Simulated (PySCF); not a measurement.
# C₈H₆O₂: magnetic properties

Aim: compute the magnetic properties of C₈H₆O₂ (`O=CC1=C[C@@H]2C(C=O)=C[C@H]12`).

Computed with PySCF 2.14.0 and routines of our own; the level stands in each step. Atoms count from 0.

## (1) The system as given

16 atoms, charge 0, multiplicity 1; geometry from: GFN2-xTB.

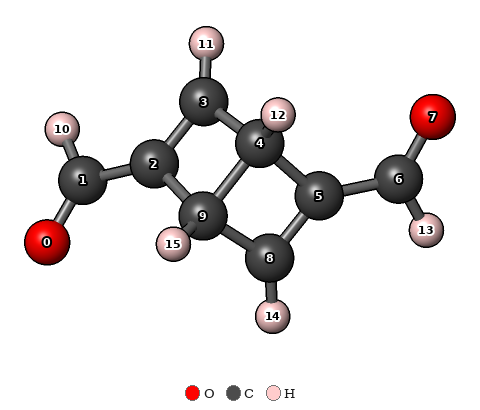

The starting geometry (oxygen red, carbon dark grey, hydrogen pink).

## (2) Magnetic properties: GIAO B97-2/pcSseg-1

Job settings and geometry (Å):

```
{"job": {"kind": "mag", "xc": "B97-2", "basis": "pcSseg-1", "isotopologues": 0}, "charge": 0, "multiplicity": 1}
O     -3.352328    -0.887468    -0.333122
C     -2.706861     0.122656    -0.460832
C     -1.380707     0.343718     0.076995
C     -0.486099     1.347418     0.027611
C      0.558313     0.601142     0.806717
C      1.383088    -0.344335    -0.060102
C      2.639656    -0.141751    -0.750091
O      3.286205     0.875662    -0.735286
C      0.491442    -1.347858     0.028480
C     -0.464752    -0.569303     0.885847
H     -3.101362     0.996129    -1.019161
H     -0.460987     2.318072    -0.430403
H      1.037171     1.075156     1.653202
H      2.975927    -1.034670    -1.315296
H      0.421797    -2.337655    -0.381208
H     -0.848102    -1.007968     1.797690
```

Level: GIAO B97-2/pcSseg-1 magnetisability, rotational g tensor and spin-rotation constants, non-relativistic, gas phase.

Run with:

```
$ OMP_NUM_THREADS=1 python excited_run.py task.json out
```

The driver reads the jobs from task.json and runs them one after another.

The log of the run:

```text
coarse grid: 14584 points
cycle   1  E = -458.2559034226  dE =  2.103e+00  |g| = 1.067e+00  |ddm| = 4.004e+00
cycle   2  E = -457.2662828985  dE =  9.896e-01  |g| = 2.407e+00  |ddm| = 4.213e+00
cycle   3  E = -458.4795563579  dE = -1.213e+00  |g| = 1.740e-01  |ddm| = 3.448e+00
cycle   4  E = -458.4845380948  dE = -4.982e-03  |g| = 1.162e-01  |ddm| = 3.101e-01
cycle   5  E = -458.4878111666  dE = -3.273e-03  |g| = 2.411e-02  |ddm| = 1.337e-01
cycle   6  E = -458.4879248891  dE = -1.137e-04  |g| = 1.055e-02  |ddm| = 2.773e-02
cycle   7  E = -458.4879512740  dE = -2.638e-05  |g| = 2.864e-03  |ddm| = 1.125e-02
cycle   8  E = -458.4879529221  dE = -1.648e-06  |g| = 9.193e-04  |ddm| = 3.552e-03
final grid: 144312 points
cycle   9  E = -458.5615151645  dE = -7.170e-05  |g| = 6.513e-03  |ddm| = 4.907e-02
cycle  10  E = -458.5614878875  dE =  2.728e-05  |g| = 1.334e-02  |ddm| = 1.723e-02
cycle  11  E = -458.5615228319  dE = -3.494e-05  |g| = 8.718e-04  |ddm| = 1.261e-02
cycle  12  E = -458.5615229646  dE = -1.327e-07  |g| = 3.997e-04  |ddm| = 1.001e-03
cycle  13  E = -458.5615230014  dE = -3.683e-08  |g| = 1.233e-04  |ddm| = 4.439e-04
cycle  14  E = -458.5615230051  dE = -3.667e-09  |g| = 3.336e-05  |ddm| = 1.321e-04
cycle  15  E = -458.5615230053  dE = -1.825e-10  |g| = 1.940e-05  |ddm| = 5.316e-05
converged SCF energy = -458.5615230053

Magnetisability tensor (1e-30 J/T^2)
     -841.70      228.25      -24.36
      228.25     -685.74      -23.25
      -24.36      -23.25    -1185.38
isotropic -904.28   principal values   -1187.24  -1004.71   -520.87
isotropic susceptibility -54.457 1e-6 cm^3/mol

Inertial axes            a          b          c
rot. const./GHz      3.8282     0.7717     0.7223
chi total           -47.355    -44.518    -71.497
chi diamagnetic    -428.251  -1566.955  -1675.332
chi paramagnetic    380.896   1522.437   1603.835
quadrupole/D A      -25.529     14.759     10.770
g nuclear            0.6008     0.5253     0.5293
g electronic        -0.6850    -0.5519    -0.5442
g total             -0.0842    -0.0266    -0.0149

Spin-rotation constants (kHz, H = +C I.J)
atom  isotope        aa         bb         cc
 10     1H       -0.232      0.037     -0.025
 11     1H       -0.388      0.061     -0.056
 12     1H       -0.285     -0.067      0.003
 13     1H       -0.231      0.035     -0.024
 14     1H       -0.389      0.060     -0.055
 15     1H       -0.284     -0.067      0.002
  0    17O*      -3.013     -0.599     -0.143
  1    13C*       1.676      0.323      0.231
  2    13C*       1.472      0.310      0.203
  3    13C*       1.589      0.313      0.198
  4    13C*       0.799      0.150      0.115
* in the singly substituted isotopologue
```

Run time: 49 s. Hardware: 1 thread of Arm Neoverse V2, shared host; peak memory 0.95 GiB.

In short:

```csv
quantity,value
magnetisability,-904·10⁻³⁰ J/T²
molar susceptibility,-54.5·10⁻⁶ cm³/mol
"rotational g (a, b, c)","-0.0842, -0.0266, -0.0149"
```

Orbitals, density, ELF and potential are computed afterwards from the orbital file.

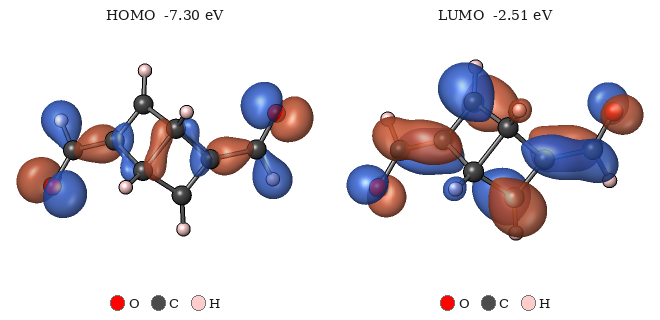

Frontier orbitals at B97-2/pcSseg-1; each surface holds 70 % of the orbital's density, blue and red mark the sign.

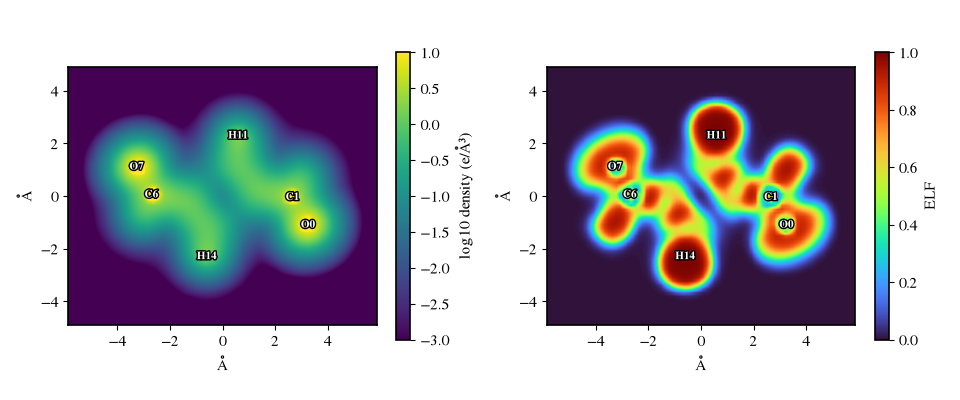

Density (left) and ELF (right) in a plane through or near 6 of the atoms.

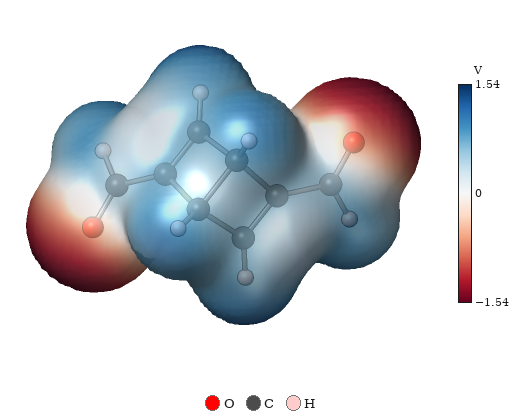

The potential that a unit positive charge feels on the 0.002 e/bohr³ surface, from the 1st to the 99th percentile, from -1.54 V near O0 to 1.31 V near H14.

## (3) Magnetic properties: GIAO OPBE/ANO-RCC-VDZP

Settings changed since step 2:

```diff
@@ -1,2 +1,2 @@
-{"job": {"kind": "mag", "xc": "B97-2", "basis": "pcSseg-1", "isotopologues": 0}, "charge": 0, "multiplicity": 1}
+{"job": {"kind": "mag", "xc": "OPBE", "basis": "ANO-RCC-VDZP"}, "charge": 0, "multiplicity": 1}
 O     -3.352328    -0.887468    -0.333122
```

With the program's defaults for keys left out, this is: GIAO OPBE/ANO-RCC-VDZP magnetisability, rotational g tensor and spin-rotation constants, non-relativistic, gas phase.

The log of the run:

```text
coarse grid: 14584 points
cycle   1  E = -458.5055355154  dE =  1.820e+00  |g| = 1.031e+00  |ddm| = 5.930e+00
cycle   2  E = -455.9023180686  dE =  2.603e+00  |g| = 3.302e+00  |ddm| = 5.096e+00
cycle   3  E = -458.6473320114  dE = -2.745e+00  |g| = 5.665e-01  |ddm| = 4.725e+00
cycle   4  E = -458.7222858862  dE = -7.495e-02  |g| = 2.879e-01  |ddm| = 1.111e+00
cycle   5  E = -458.7409105080  dE = -1.862e-02  |g| = 1.307e-01  |ddm| = 4.101e-01
cycle   6  E = -458.7448944820  dE = -3.984e-03  |g| = 3.850e-02  |ddm| = 1.748e-01
cycle   7  E = -458.7452886071  dE = -3.941e-04  |g| = 1.141e-02  |ddm| = 4.960e-02
cycle   8  E = -458.7453008352  dE = -1.223e-05  |g| = 9.019e-03  |ddm| = 2.078e-02
cycle   9  E = -458.7453210998  dE = -2.026e-05  |g| = 2.423e-03  |ddm| = 1.246e-02
cycle  10  E = -458.7453224675  dE = -1.368e-06  |g| = 8.519e-04  |ddm| = 3.315e-03
final grid: 144312 points
cycle  11  E = -458.7162493431  dE =  6.234e-05  |g| = 3.446e-02  |ddm| = 9.227e-02
cycle  12  E = -458.7139063525  dE =  2.343e-03  |g| = 1.080e-01  |ddm| = 1.330e-01
cycle  13  E = -458.7164990436  dE = -2.593e-03  |g| = 4.144e-03  |ddm| = 1.069e-01
cycle  14  E = -458.7165034333  dE = -4.390e-06  |g| = 1.368e-03  |ddm| = 5.998e-03
cycle  15  E = -458.7165038166  dE = -3.833e-07  |g| = 5.642e-04  |ddm| = 1.835e-03
cycle  16  E = -458.7165038963  dE = -7.973e-08  |g| = 1.827e-04  |ddm| = 8.122e-04
cycle  17  E = -458.7165039020  dE = -5.671e-09  |g| = 1.074e-04  |ddm| = 3.004e-04
cycle  18  E = -458.7165039050  dE = -2.991e-09  |g| = 2.570e-05  |ddm| = 1.408e-04
cycle  19  E = -458.7165039051  dE = -1.472e-10  |g| = 7.089e-06  |ddm| = 2.739e-05
converged SCF energy = -458.7165039051

Magnetisability tensor (1e-30 J/T^2)
     -799.03      228.81      -26.17
      228.81     -649.51      -23.83
      -26.17      -23.83    -1176.29
isotropic -874.94   principal values   -1178.27   -964.74   -481.82
isotropic susceptibility -52.690 1e-6 cm^3/mol

Inertial axes            a          b          c
rot. const./GHz      3.8282     0.7717     0.7223
chi total           -44.776    -42.338    -70.957
chi diamagnetic    -426.854  -1564.937  -1673.500
chi paramagnetic    382.078   1522.598   1602.544
quadrupole/D A      -24.931     14.302     10.629
g nuclear            0.6008     0.5253     0.5293
g electronic        -0.6872    -0.5520    -0.5438
g total             -0.0863    -0.0267    -0.0145

Spin-rotation constants (kHz, H = +C I.J)
atom  isotope        aa         bb         cc
 10     1H       -0.206      0.040     -0.022
 11     1H       -0.365      0.062     -0.054
 12     1H       -0.272     -0.064      0.005
 13     1H       -0.206      0.038     -0.021
 14     1H       -0.366      0.062     -0.053
 15     1H       -0.271     -0.063      0.004
  0    17O*      -2.849     -0.566     -0.126
  1    13C*       1.621      0.312      0.221
  2    13C*       1.407      0.297      0.191
  3    13C*       1.534      0.295      0.185
  4    13C*       0.779      0.147      0.109
* in the singly substituted isotopologue
```

Wall time 2.8 min (1 thread of Arm Neoverse V2, shared host); peak memory 0.67 GiB.

Key values:

```csv
quantity,value
magnetisability,-875·10⁻³⁰ J/T²
molar susceptibility,-52.7·10⁻⁶ cm³/mol
"rotational g (a, b, c)","-0.0863, -0.0267, -0.0145"
```

## (4) Magnetic properties side by side

```csv
level,ξ (10⁻³⁰ J/T²),g(a),g(b),gap (eV),functions,time
GIAO B97-2/pcSseg-1,-904,-0.0842,-0.0266,4.79,200,49 s
GIAO OPBE/ANO-RCC-VDZP,-875,-0.0863,-0.0267,2.62,170,2.8 min
```

## (5) Results

| quantity | value |
| --- | --- |
| magnetisability (step 2, GIAO B97-2/pcSseg-1) | -904·10⁻³⁰ J/T² |
| molar susceptibility (step 2, GIAO B97-2/pcSseg-1) | -54.5·10⁻⁶ cm³/mol |
| rotational g (a, b, c) (step 2, GIAO B97-2/pcSseg-1) | -0.0842, -0.0266, -0.0149 |
| surface potential, 1st and 99th percentile | -1.54 V and 1.31 V |
| magnetisability over the levels | -904 to -875·10⁻³⁰ J/T² |

By nearest atom (B97-2/pcSseg-1), the HOMO sits on O0, O7 about 29 % each; H10, H13 about 7 % each and the LUMO on C3, C8 about 16 % each; O0, O7 about 9 % each. The magnetisability spreads by 3.3 % over 2 levels, from GIAO B97-2/pcSseg-1 (49 s) to GIAO OPBE/ANO-RCC-VDZP (2.8 min); the runs took 49 s to 2.8 min. Two levels can agree by chance, so this spread shows no convergence. Vibrational averaging and real surroundings are missing from these values.
